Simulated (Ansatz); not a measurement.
Cl2H4N2Si

```xyz
9

N     0.0033    1.3713   -0.5215
Si   -0.0644   -0.3064   -0.3380
N     0.1864   -0.6917    1.2873
Cl   -1.8442   -1.2157   -0.8209
Cl    1.3122   -1.0339   -1.6810
H    -0.5826    1.9636    0.0446
H     0.2155    1.7801   -1.4161
H    -0.1406   -1.5663    1.6623
H     1.0029   -0.3474    1.7661
```

Geometry: PBE0-D4/def2-TZVP.

Level of theory: RKS PBE0-D4/def2-TZVPP in Ansatz.

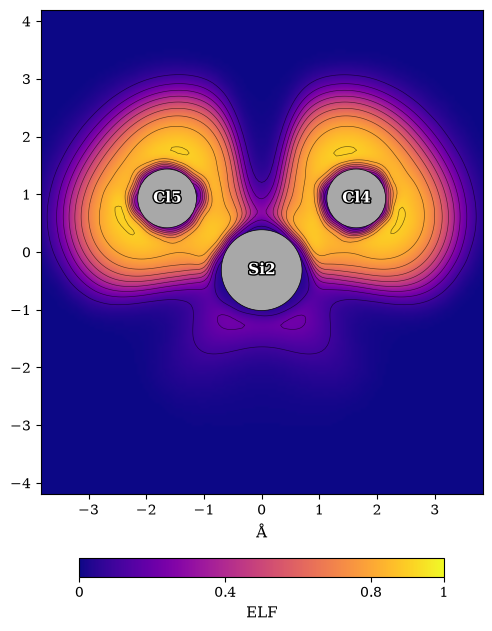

Figure 1. Electron localisation function on the plane of atoms Cl4, Si2 and Cl5. Grey discs cover the atomic cores.

### Describe what can be read from this map.

- The section cuts through Si and Cl sites.
- Si–Cl (2.06 Å): the ELF peaks at about 0.90 between the atoms: a shared but strongly polarised pair.
- The ELF also peaks beside Cl4 and Cl5, away from the bonds: lone-pair regions.

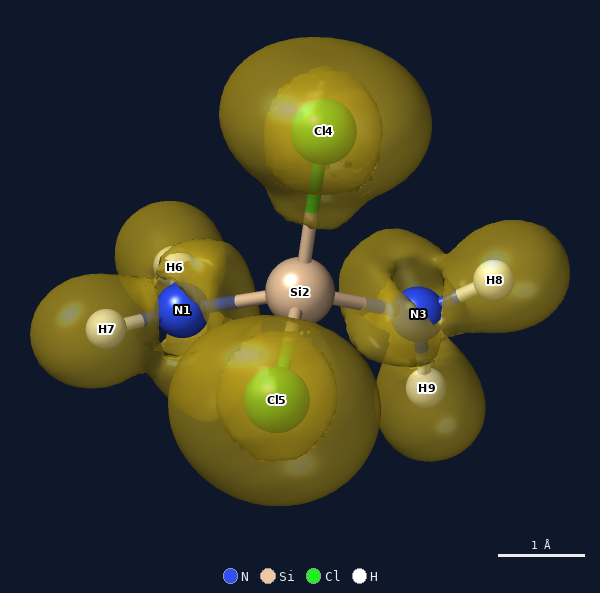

Figure 2. Isosurface of the electron localisation function at 0.8 (yellow), seen from one side. Core shells and regions of very low density are left out.

### Where are the electrons localised?

The ELF exceeds this value in two regions on Cl in which the atom's valence shell and bonds are merged and two joined regions spread over several atoms (H, N), in which their bonds and any lone pairs are merged. Profiles from the grid: Si–N (1.69 Å): the ELF peaks at about 0.90 between the atoms: a shared but strongly polarised pair.

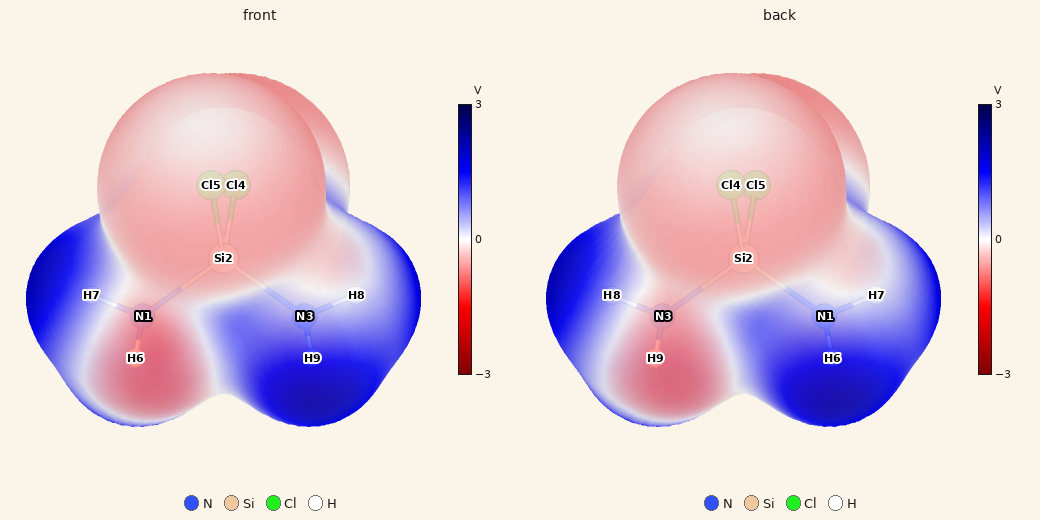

Figure 3. The electrostatic potential painted on the density surface at 0.002 e/bohr³, seen from the front and from behind; the colour scale runs from red (negative) to blue (positive).

### Describe the electrostatic potential map.

The most negative region (about −0.8 V) lies over N1 and N3, the most positive (about +2.0 V) over H6, H7, H8 and H9.
